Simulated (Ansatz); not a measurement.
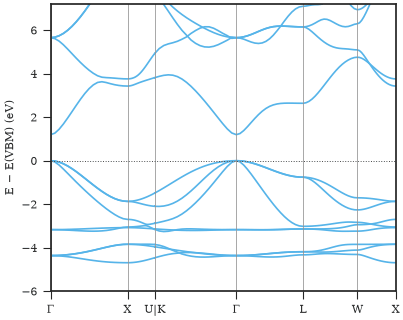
Band structure from PBEsol in the plane-wave PAW code Ansatz

Question: Read off the gap and where the band edges lie.

Answer: About 1.2 eV (1.20 eV by a search for the band edges); maximum at Γ, minimum at Γ.

The material is AgI (zinc blende, space group No. 216).

Space group F-43m (zinc blende). The cell was relaxed with PBEsol under the symmetry of its start. No spin polarisation was allowed. Scalar-relativistic: spin–orbit coupling is off unless named, which matters more the heavier the elements.

Potentials: the later of the program's two PAW sets.
